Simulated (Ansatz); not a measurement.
# BH5O (B(H2O)H3): PBE0/STO-3G

Aim: the electronic atomisation energy of BH5O (B(H2O)H3) at PBE0/STO-3G, from 4 runs. 

The calculation is run with Ansatz 0.2.0.

53 further runs of the same task are left out: 53 set aside as unsound or not needed.

### 1 The structure to begin with

The species is BH5O (7 atoms), meant as a singlet with charge 0. As SMILES, `[H]B([H])([H])<-O`. Geometry: relaxed at GFN2-xTB.

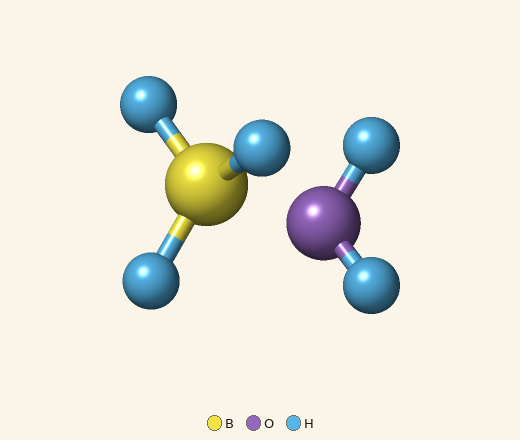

Viewed from a chosen angle; boron yellow, oxygen purple, hydrogen blue.

### 2 The energy at PBE0/STO-3G

Contents of in.yaml:

```yaml
basis:
  gaussian:
    orbitals: STO-3G
crystal:
  periodic: [false, false, false]
  atoms:
    - {symbol: B, position_ang: [0.067800, -0.111690, -0.668890]}
    - {symbol: O, position_ang: [0.100820, -0.146640, 1.030730]}
    - {symbol: H, position_ang: [-0.836060, -0.142600, 1.252490]}
    - {symbol: H, position_ang: [0.486320, 0.708910, 1.244780]}
    - {symbol: H, position_ang: [1.210120, -0.068530, -0.970290]}
    - {symbol: H, position_ang: [-0.544260, 0.876330, -0.930190]}
    - {symbol: H, position_ang: [-0.484730, -1.115770, -0.958620]}
magnetization:
  spin_polarized: false
hamiltonian:
  xc: {name: PBE0}
accuracy: high
```

Launch:

```
ansatz run in.yaml --threads 1 --pin off --max-ram 2610MiB --events-out events.jsonl --progress --plain --runs-dir runs
```

The program printed:

```text
Warning: RAYON_NUM_THREADS=1 ignored (pool sized by the plan → 1); use --threads N
Functional definition: PBE0
  name "PBE0"
  parameter a = 0.25
  parameter kappa = 0.804
  parameter beta = 0.06672455060314922
  exchange = (1 - a)*pbe_x(kappa = kappa, mu = beta*pi^2/3) + a*exact_x
  correlation = pbe_c(beta = beta)
251 factors; integrals over basis functions are off by at most 5.0e-8 eV
mean field evaluation 1: about -2763.5097 eV, gradient 9.7e0 eV
mean field evaluation 2: about -2763.9503 eV, gradient 3.7e0 eV
mean field evaluation 4: about -2763.9883 eV, gradient 4.1e-2 eV
mean field evaluation 8: about -2763.9623 eV, gradient 4.4e-3 eV
mean field evaluation 16: about -2763.9623 eV, gradient 2.2e-8 eV
mean field -2763.96233549 eV, -101.5737423483 hartree, gradient 2.2e-8 eV, S^2 0.000000; 0 other end points of the search recorded, 0 dependent functions left out
reference -2763.96233691 eV, -101.5737424004 hartree; 9, 9 occupied and 6, 6 virtual orbitals, 251 factors
Total energy: -2763.96233691 eV, -101.5737424004 hartree
```

Run time: 0.8 s. Hardware: 1 thread of Arm Neoverse V2, shared host; peak memory 0.092 GiB.

### 3 The B atom

Contents of job.yaml:

```yaml
crystal:
  periodic: [false, false, false]
  atoms:
    - symbol: B
      position_ang: [0.000000, 0.000000, 0.000000]
basis:
  gaussian: {orbitals: STO-3G}
magnetization: {spin_polarized: true, initial_magnetization: 1}
hamiltonian: {xc: {name: PBE0}}
accuracy: high
```

Run the same way, it converges to -24.23604 Eh (log not shown).

### 4 The H atom at the same level

Contents of run.yaml:

```yaml
crystal:
  periodic: [false, false, false]
  atoms:
    - symbol: H
      position_ang: [0.000000, 0.000000, 0.000000]
basis:
  gaussian:
    orbitals: STO-3G
accuracy: high
hamiltonian:
  xc: pbe0
magnetization:
  spin_polarized: true
  initial_magnetization: 1
```

Run the same way, it converges to -0.46651 Eh (log not shown).

### 5 The O atom

Contents of in.yaml:

```yaml
crystal:
  periodic: [false, false, false]
  atoms:
    - {symbol: O, position_ang: [0.000000, 0.000000, 0.000000]}
basis:
  gaussian:
    orbitals: STO-3G
magnetization:
  spin_polarized: true
  initial_magnetization: 2
hamiltonian:
  xc: pbe0
accuracy: high
```

Launch:

```
ansatz run in.yaml --threads 1 --pin off --max-ram 2610MiB --events-out events.jsonl --progress --plain --runs-dir runs
```

The program printed, cut to the lines that bear on the results:

```text
Warning: RAYON_NUM_THREADS=1 ignored (pool sized by the plan → 1); use --threads N
[... 7 set-up lines as earlier in the session ...]
15 factors; integrals over basis functions are off by at most 1.1e-9 eV
mean field evaluation 1: about -2013.0005 eV, gradient 2.2e-12 eV
mean field evaluation 2: about -2013.0012 eV, gradient 1.9e-11 eV
mean field -2013.00119857 eV, -73.9764295864 hartree, gradient 0.0e0 eV, S^2 2.000000; 0 other end points of the search recorded, 0 dependent functions left out
reference -2013.00119893 eV, -73.9764295996 hartree; 5, 3 occupied and 0, 2 virtual orbitals, 15 factors
Total energy: -2013.00119893 eV, -73.9764295996 hartree
```

It took 0.14 s on 1 thread of Arm Neoverse V2, shared host.

### 6 Summary of results

At PBE0/STO-3G:

| quantity | value |
| --- | --- |
| molecule: total energy | -101.57374 Eh |
| B atom: total energy | -24.23604 Eh |
| B atom: ⟨S²⟩ | 0.750 |
| H atom: total energy | -0.46651 Eh |
| H atom: ⟨S²⟩ | 0.750 |
| O atom: total energy | -73.97643 Eh |
| O atom: ⟨S²⟩ | 2.000 |
| electronic atomisation energy | 27.993 eV |

**Reading.** Taking the molecule apart into free atoms costs 27.99 eV (646 kcal/mol), before zero-point energy and without spin-orbit coupling. In a minimal basis such a difference can be off by several eV, whatever the method.
